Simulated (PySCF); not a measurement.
Ga(H)3(OH2), H₅GaO, singlet at its CAM-B3LYP/def2-SVP optimised geometry (Å):

```
7

Ga    -0.1965    -1.2868     0.0000
H     -0.9837    -1.5486     1.3349
H     -0.9389    -1.5694    -1.3652
H      1.3746    -1.2868     0.0000
O     -0.4459     0.8605     0.0000
H     -1.3746     1.1301     0.0335
H     -0.0643     1.2868    -0.7804
```

Level of theory: CAM-B3LYP/def2-TZVP (PySCF).

Map of the log10 of the electron density (e/bohr³), floored at −4 on the plane z = 0.6 Å:

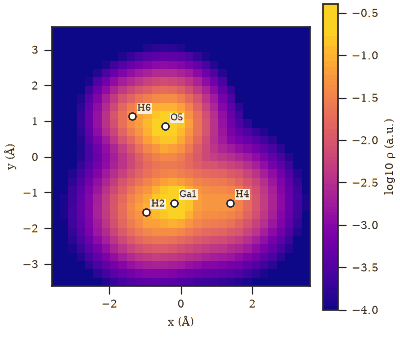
Figure: Log10 of the electron density (e/bohr³), floored at −4 on the plane z = 0.6 Å.
